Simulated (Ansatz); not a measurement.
# Run report: C2H7Ga, nudged elastic band

The run: nudged elastic band of C2H7Ga. Method and program: RKS PBE0-D4/def2-SVP (Ansatz 0.2.0).

The run did not end well.

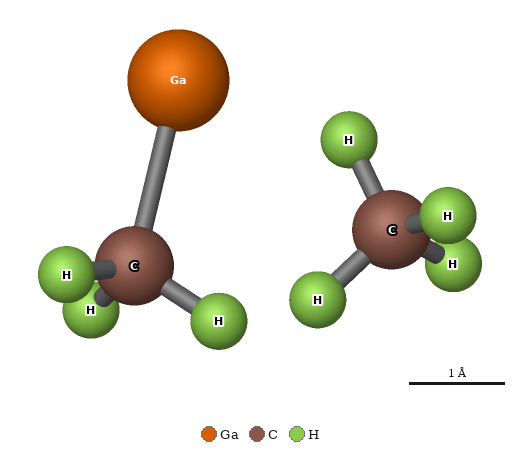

The starting structure (ball-and-stick view, seen at a tilt). Sticks mark near contacts.

The input
```yaml
crystal:
  periodic: [false, false, false]
  atoms:
    - {symbol: Ga, position_ang: [0.674008, 1.179489, 1.668966]}
    - {symbol: C, position_ang: [0.588139, 1.825716, -0.260549]}
    - {symbol: H, position_ang: [-0.119568, -1.201929, -0.698871]}
    - {symbol: C, position_ang: [-0.594539, -1.770999, 0.099811]}
    - {symbol: H, position_ang: [0.842992, 2.890019, -0.329731]}
    - {symbol: H, position_ang: [1.290593, 1.274990, -0.897506]}
    - {symbol: H, position_ang: [-0.415368, 1.695749, -0.682474]}
    - {symbol: H, position_ang: [-0.884706, -2.751457, -0.276972]}
    - {symbol: H, position_ang: [-1.482651, -1.242474, 0.447168]}
    - {symbol: H, position_ang: [0.101003, -1.899004, 0.930257]}
basis:
  gaussian: {orbitals: def2-SVP}
hamiltonian: {xc: pbe0, dispersion: d4}
neb:
  images: 5
  climbing: true
  max_iterations: 30
  initial_path: idpp
  final_atoms:
    - {symbol: Ga, position_ang: [0.371758, -0.240563, 2.097488]}
    - {symbol: C, position_ang: [0.368260, 1.549657, -0.991248]}
    - {symbol: H, position_ang: [-0.283427, 0.687760, -1.132539]}
    - {symbol: C, position_ang: [-0.436207, -1.669415, 0.891576]}
    - {symbol: H, position_ang: [-1.408095, -1.353695, 0.493866]}
    - {symbol: H, position_ang: [1.393487, 1.212898, -0.834933]}
    - {symbol: H, position_ang: [0.329748, 2.181667, -1.878205]}
    - {symbol: H, position_ang: [0.216548, -1.889687, 0.038690]}
    - {symbol: H, position_ang: [0.039537, 2.126742, -0.126128]}
    - {symbol: H, position_ang: [-0.591709, -2.605263, 1.441534]}
```

Launch command:
```bash
ansatz run in.yaml --threads 4 --pin off --events-out ev --progress --plain --max-ram 9574MiB
```

Output
```
Functional definition: PBE0
  name "PBE0"
  cite "Adamo & Barone, J. Chem. Phys. 110, 6158 (1999) doi:10.1063/1.478522"
  cite "Perdew, Burke & Ernzerhof, Phys. Rev. Lett. 77, 3865 (1996) doi:10.1103/PhysRevLett.77.3865"
  parent pbe
  parameter a = 0.25
  parameter kappa = 0.804
  parameter beta = 0.06672455060314922
  exchange = (1 - a)*pbe_x(kappa = kappa, mu = beta*pi^2/3) + a*exact_x
  correlation = pbe_c(beta = beta)
1043 factors; integrals over basis functions are off by at most 3.8e-4 eV
mean field evaluation 1: about -54538.4391 eV, gradient 6.1e1 eV
mean field evaluation 2: about -54532.6292 eV, gradient 7.2e1 eV
mean field evaluation 4: about -54547.6460 eV, gradient 3.7e0 eV
mean field evaluation 8: about -54547.6848 eV, gradient 5.1e-2 eV
mean field evaluation 16: about -54547.6848 eV, gradient 8.4e-6 eV
mean field -54547.68484168 eV, -2004.5904441829 hartree, gradient 8.4e-6 eV, S^2 0.000000; 0 other end points of the search recorded, 0 dependent functions left out
the calculation of the forces begins
reference -54547.68486964 eV, -2004.5904452106 hartree; 25, 25 occupied and 70, 70 virtual orbitals, 1043 factors
1035 factors; integrals over basis functions are off by at most 1.3e-3 eV
mean field evaluation 32: about -54547.6848 eV, gradient 8.2e-6 eV
mean field -54547.68479117 eV, -2004.5904423268 hartree, gradient 8.2e-6 eV, S^2 0.000000; 0 other end points of the search recorded, 0 dependent functions left out
[... from here on the field's lines of each further geometry are left out, up to the last ...]
WARN: NEB end point (image 0): max|allowed force component| = 2.800e-1 eV/Å (the criterion of neb.relax_end_points is 1.000e-2). That is over neb.f_tol: it is no minimum, so the barrier can be far off. Relax it first
WARN: NEB end point (image 6): max|allowed force component| = 2.831e-1 eV/Å (the criterion of neb.relax_end_points is 1.000e-2). That is over neb.f_tol: it is no minimum, so the barrier can be far off. Relax it first
NEB iter   1: max|band force component| = 7.469e0 eV/Å  barrier→ = 15.5078 eV  barrier← = 15.5076 eV  Δτ_max = 0.1991 Å  (211 SCF iters)
NEB iter   2: max|band force component| = 4.764e0 eV/Å  barrier→ = 13.6560 eV  barrier← = 13.6558 eV  Δτ_max = 0.2000 Å  (175 SCF iters)
NEB iter   3: max|band force component| = 1.304e1 eV/Å  barrier→ = 11.3378 eV  barrier← = 11.3376 eV  Δτ_max = 0.1039 Å  (168 SCF iters)
NEB iter   4: max|band force component| = 4.930e0 eV/Å  barrier→ = 10.1102 eV  barrier← = 10.1100 eV  Δτ_max = 0.2000 Å  (154 SCF iters)
NEB iter   5: max|band force component| = 5.188e0 eV/Å  barrier→ = 7.7447 eV  barrier← = 7.7446 eV  Δτ_max = 0.1020 Å  (160 SCF iters)
NEB iter   6: max|band force component| = 2.961e0 eV/Å  barrier→ = 6.5529 eV  barrier← = 6.5527 eV  Δτ_max = 0.1024 Å  (147 SCF iters)
NEB iter   7: max|band force component| = 3.248e0 eV/Å  barrier→ = 5.3055 eV  barrier← = 5.3054 eV  Δτ_max = 0.1051 Å  (149 SCF iters)
NEB iter   8: max|band force component| = 2.713e0 eV/Å  barrier→ = 4.3898 eV  barrier← = 4.3897 eV  Δτ_max = 0.1028 Å  (146 SCF iters)
NEB iter   9: max|band force component| = 2.213e0 eV/Å  barrier→ = 3.8904 eV  barrier← = 3.8902 eV  Δτ_max = 0.1032 Å  (140 SCF iters)
NEB iter  10: max|band force component| = 2.388e0 eV/Å  barrier→ = 3.4578 eV  barrier← = 3.4576 eV  Δτ_max = 0.2000 Å  (136 SCF iters)
NEB iter  11: max|band force component| = 1.980e0 eV/Å  barrier→ = 2.7546 eV  barrier← = 2.7544 eV  Δτ_max = 0.2000 Å  (138 SCF iters)
NEB iter  12: max|band force component| = 2.340e0 eV/Å  barrier→ = 2.0027 eV  barrier← = 2.0025 eV  Δτ_max = 0.1026 Å  (138 SCF iters)
NEB iter  13: max|band force component| = 2.232e0 eV/Å  barrier→ = 1.6888 eV  barrier← = 1.6886 eV  Δτ_max = 0.1021 Å  (137 SCF iters)
NEB iter  14: max|band force component| = 8.593e-1 eV/Å  barrier→ = 1.8126 eV  barrier← = 1.8124 eV  Δτ_max = 0.2000 Å  (136 SCF iters)
the calculation of the forces begins
reference -54547.68729349 eV, -2004.5905342855 hartree; 25, 25 occupied and 70, 70 virtual orbitals, 1034 factors
NEB iter  15: max|band force component| = 1.047e0 eV/Å  barrier→ = 3.5282 eV  barrier← = 3.5280 eV  Δτ_max = 0.2000 Å  (140 SCF iters)
```

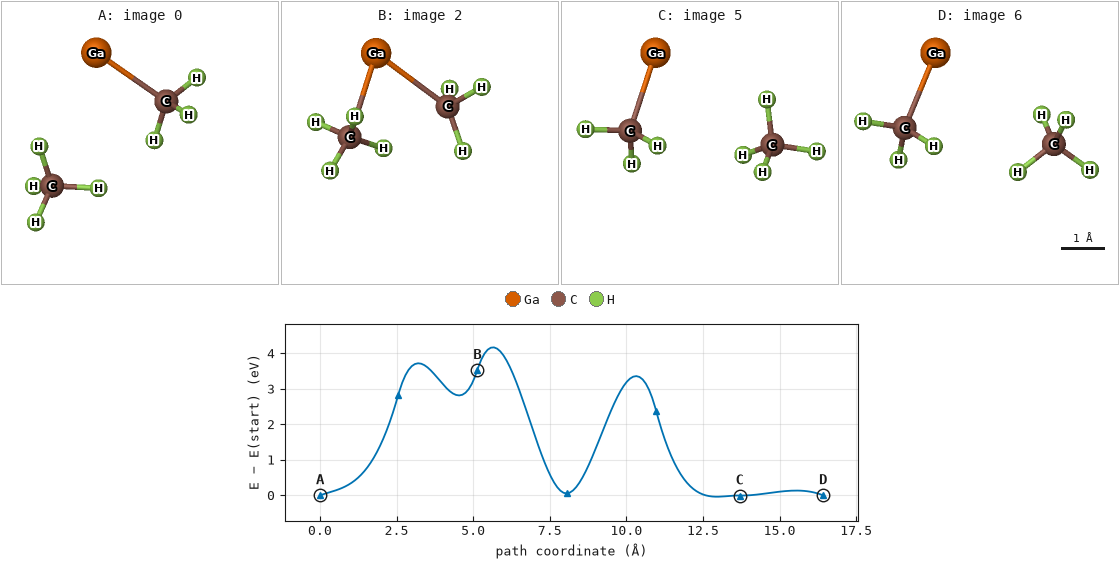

Images of the last band (counted from 0; ball-and-stick, seen at a tilt) above the energy along the path; the line is a cubic interpolation that uses the forces. The highest image is number 2, 3.528 eV above the start and 3.528 eV above the end; start and end have the same energy. The path is 16.42 Å long. The band had not converged after 15 iterations. The end points carry forces over 0.1 eV/Å, so they aren't fully relaxed minima and the barriers are approximate.

```
these checks for a lower state are left out or cut short: starts, cluster_reference, orbital_swaps, neighbouring_geometries, increment
1044 factors; integrals over basis functions are off by at most 5.6e-4 eV
mean field -54544.49153703 eV, -2004.4730924015 hartree, gradient 1.4e-5 eV, S^2 0.000000; 0 other end points of the search recorded, 0 dependent functions left out
the calculation of the forces begins
reference -54544.49156304 eV, -2004.4730933576 hartree; 25, 25 occupied and 70, 70 virtual orbitals, 1044 factors
these checks for a lower state are left out or cut short: starts, cluster_reference, orbital_swaps, neighbouring_geometries, increment
1044 factors; integrals over basis functions are off by at most 1.4e-3 eV
Error: SIGTERM received: run cancelled behind 603 evaluations of the mean field
```

The last band as extended XYZ (Å, eV, eV/Å)
```
10
Properties=species:S:1:pos:R:3:forces:R:3 image=0 energy=-54547.81324
Ga    0.6740    1.1795    1.6690    0.0026  -0.0074   0.0293
C     0.5881    1.8257   -0.2605    0.0116  -0.0914   0.2737
H    -0.1196   -1.2019   -0.6989    0.1295   0.1539  -0.2187
C    -0.5945   -1.7710    0.0998    0.0021   0.0061   0.0046
H     0.8430    2.8900   -0.3297    0.0667   0.2800  -0.0186
H     1.2906    1.2750   -0.8975    0.1837  -0.1468  -0.1691
H    -0.4154    1.6957   -0.6825   -0.2644  -0.0358  -0.1126
H    -0.8847   -2.7515   -0.2770   -0.0789  -0.2678  -0.1025
H    -1.4827   -1.2425    0.4472   -0.2403   0.1421   0.0922
H     0.1010   -1.8990    0.9303    0.1873  -0.0330   0.2216
10
Properties=species:S:1:pos:R:3:forces:R:3 image=1 energy=-54544.99737
Ga    0.8636    0.8222    1.3189    0.0702   0.8026   0.2446
C     0.1031    1.4754   -0.4972    0.1875   0.1933   0.0833
H     0.1346   -1.3940   -0.6231    1.9961  -2.8613  -1.5577
C    -0.2301   -1.6051    0.3688    0.1086  -0.7858   0.0957
H    -0.2823    2.4306   -0.1072    0.0306   0.4679  -0.2190
H     0.9790    1.6913   -1.1330    0.0286   0.2858  -0.0657
H    -0.6907    1.0919   -1.1668    0.1157  -0.3281   0.3360
H    -1.2065   -1.9473    0.1504   -2.0421   1.0438   0.3125
H     0.2255   -0.6571    0.3510   -1.9302   3.1829   0.8577
H     0.1037   -1.9078    1.3385    1.4349  -2.0012  -0.0874
10
Properties=species:S:1:pos:R:3:forces:R:3 image=2 energy=-54544.28507
Ga    0.5659    0.6475    1.3477    0.5802   1.2682  -0.2546
C    -0.0003    1.3415   -0.6036    0.3192   0.6909   0.1818
H    -0.6885   -0.3420   -0.2030    3.1125  -3.1135   0.0024
C    -0.0622   -1.3216    0.3762   -0.7389  -1.4136  -0.4855
H    -0.4721    2.2226   -0.1964   -0.1460   1.3825  -0.0789
H     0.9955    1.6139   -1.0204   -0.0801   0.1919   0.2485
H    -0.5930    1.1238   -1.5120   -0.1414  -0.6303   0.2296
H    -0.2089   -2.3824    0.1045   -1.8130   0.0105  -0.3539
H     1.1342   -1.7901    0.3832   -2.5122   3.0819   0.5357
H    -0.6706   -1.1132    1.3240    1.4197  -1.4686  -0.0251
10
Properties=species:S:1:pos:R:3:forces:R:3 image=3 energy=-54547.76122
Ga   -0.1666    0.7195    1.9790   -0.0893   0.1771   0.1004
C     0.2509    1.0166   -1.3502   -0.0044  -0.2347   0.7403
H     0.0722   -0.0678   -1.4122    0.0747   0.1337  -0.1701
C    -0.2885   -1.1648    1.2587   -0.0539  -0.0760  -0.1836
H    -0.2767    1.3818   -0.4406    0.1483   0.0763  -0.3927
H     1.3264    1.2193   -1.2364   -0.0703  -0.0381  -0.0382
H    -0.1377    1.5350   -2.2232   -0.1485   0.1418  -0.2866
H    -1.1290   -1.4338    0.5858    0.1688   0.1517   0.1301
H     0.6594   -1.3549    0.7241    0.0077  -0.0978  -0.0897
H    -0.3105   -1.8507    2.1153   -0.0331  -0.2341   0.1902
10
Properties=species:S:1:pos:R:3:forces:R:3 image=4 energy=-54545.43463
Ga    0.5375    1.0765    1.7524    0.7674  -0.3723   0.4753
C     0.6877    0.0881   -1.0848    0.3052  -0.5694  -0.2432
H     0.6427   -0.6550   -1.8819    0.5616  -0.2626  -0.4493
C    -0.7381   -0.3777    1.0768   -0.3910   0.9053   0.3876
H    -0.7622    0.6511    0.4582   -1.9389  -1.2029   1.3196
H     1.7125    0.4770   -0.9337   -0.0871  -0.1796  -0.2886
H     0.0395    0.8958   -1.4726   -0.0035   0.0015   0.5108
H    -1.1143   -1.0124    0.2709    0.1306  -0.5947   0.0882
H     0.3230   -0.5059   -0.1521    1.4498   1.2988  -2.0226
H    -1.3284   -0.6374    1.9669   -0.7941   0.9760   0.2222
10
Properties=species:S:1:pos:R:3:forces:R:3 image=5 energy=-54547.81997
Ga    0.4944    0.3666    2.1093   -0.0018  -0.0068   0.0081
C     1.1194    0.1976   -1.3584    0.0204  -0.0168   0.0475
H     0.3950   -0.6130   -1.5090   -0.0219   0.0211  -0.0157
C    -1.2664   -0.2486    1.2889   -0.0059   0.0102   0.0016
H    -1.6309    0.4735    0.5361   -0.0084  -0.0015   0.0017
H     1.8127    0.2423   -2.2081    0.0038   0.0063  -0.0092
H     0.5926    1.1563   -1.2618   -0.0187  -0.0110  -0.0255
H    -1.1615   -1.2262    0.7845    0.0035  -0.0034   0.0061
H     1.6961    0.0044   -0.4410    0.0342   0.0029  -0.0148
H    -2.0514   -0.3529    2.0595   -0.0051  -0.0009   0.0001
10
Properties=species:S:1:pos:R:3:forces:R:3 image=6 energy=-54547.81307
Ga    1.1008    0.8112    1.6509    0.0064   0.0288   0.0067
C    -0.7757    1.0070   -1.3798    0.0042  -0.0006   0.0064
H    -0.9322    0.0041   -0.9833   -0.0436  -0.2713   0.1063
C     0.7462   -1.1727    1.3565    0.0503   0.2806   0.0412
H    -0.3251   -1.3997    1.4122   -0.2831  -0.0600   0.0126
H     0.2707    1.1316   -1.6602    0.2808   0.0328  -0.0768
H    -1.4022    1.1500   -2.2600   -0.1702   0.0392  -0.2387
H     1.1054   -1.5024    0.3745    0.0932  -0.0872  -0.2601
H    -1.0411    1.7503   -0.6271   -0.0717   0.1977   0.2020
H     1.2531   -1.7792    2.1165    0.1336  -0.1599   0.2004
```

What the run reported

| quantity | value |
| --- | --- |
| outcome | stopped at the time limit |
| barrier, forward (band not converged) | 3.528 eV |
| barrier, backward | 3.528 eV |
| hardware | 4 threads of Arm Neoverse N1, 23 GiB of memory available, shared host |
| wall time | 2.5 min (CPU time 8.9 min) |
| peak memory | 0.44 GiB |

Diagnosis

The input was spoiled on purpose: end atoms swapped. The run was cut off by its time limit, so the output is incomplete.
